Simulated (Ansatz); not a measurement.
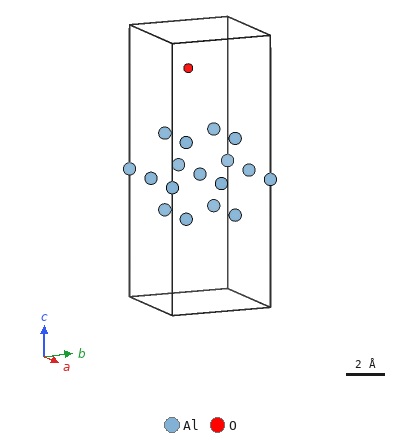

**Figure 1.** The structure as given in the input (ball-and-stick view of the cell of the calculation, with the vacuum cut short, seen slightly off an axis).

## Al$_{12}$O: single-point calculation (part 1 of 4)

The run: single-point calculation of Al$_{12}$O (slab, 13 atoms in the cell). Method and program: DFT PBE, scalar-relativistic, plane waves, PAW, spin-polarised (Ansatz 0.2.0).

The structure derives from an entry of the Crystallography Open Database. Figures and captions count atoms from 1; the log counts them from 0 in places.

What the program printed:
```
Engine: ansatz 0.2.0, aarch64-unknown-linux-gnu
Pseudopotentials: kind: paw
Pseudopotential: Al, paw, valence charge 3, recommended cutoff 420 eV (normal), Al.paw.azcp
Pseudopotential: O, paw, valence charge 6, recommended cutoff 420 eV (normal), O.paw.azcp
Functional definition: PBE
  parameter kappa = 0.804
  parameter beta = 0.06672455060314922
  exchange = pbe_x(kappa = kappa, mu = beta*pi^2/3)
  correlation = pbe_c(beta = beta)
Crystal: 13 atoms, lattice volume = 691.433 Å³
Basis set: ecut = 420 eV, 13611 PW (Γ), exchange–correlation on 80×80×288 points (8 copies of the dense FFT grid, shifted against one another)
Bands: 35, of which v1, the nominal top of the filled ones, is band 21 counted from 1 (20 counted from 0)
Symmetry: 2 space group operations
k-points: 9 of 25 (time reversal used)
Non-local potential: Al, projectors of the file, l = 0: 2, l = 1: 2, l = 2: 1
Non-local potential: O, projectors of the file, l = 0: 2, l = 1: 2, l = 2: 1
PAW form: soft (Blöchl's): semilocal exchange-correlation on the pseudo side does not see the compensation charge
PAW one-centre angular grid: Al, 110 points (default); XC on 64 Gauss nodes
PAW one-centre angular grid: O, 110 points (default); XC on 64 Gauss nodes
Starting moments: Σ|m| = 2 μB on 1 of 13 sites
Initial wavefunctions: pseudopotential atomic-orbital guess
Functional: x = pbe(κ = 0.804, μ = 0.2195149727645171), c = pbe(β = 0.06672455060314922)
```
